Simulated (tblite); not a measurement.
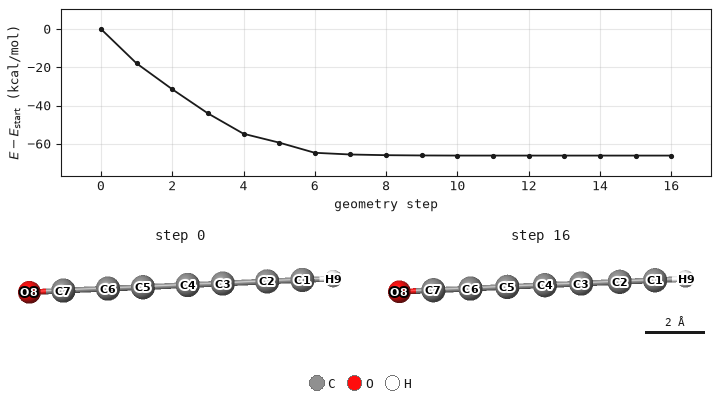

First and last geometry of a relaxation of C₇HO (multiplicity 2), with the history of the run. The picture is a ball-and-stick view, seen from a free direction.

All numbers below come from GFN2-xTB geometry optimisation, gas phase (tblite 0.8.0). 

Read the history and describe the run.

Answer. It converged. After 16 geometry steps the energy has fallen by 66.2 kcal/mol. The largest moves after the best rigid fit, 0.35 Å, are those of C7 and O8. By element the largest moves are O 0.35 Å, C 0.34 Å, H 0.27 Å. Among the contacts that change: C6–C7 1.534 → 1.276 Å, C4–C5 1.541 → 1.294 Å, C2–C3 1.527 → 1.327 Å, C5–C6 1.204 → 1.269 Å.
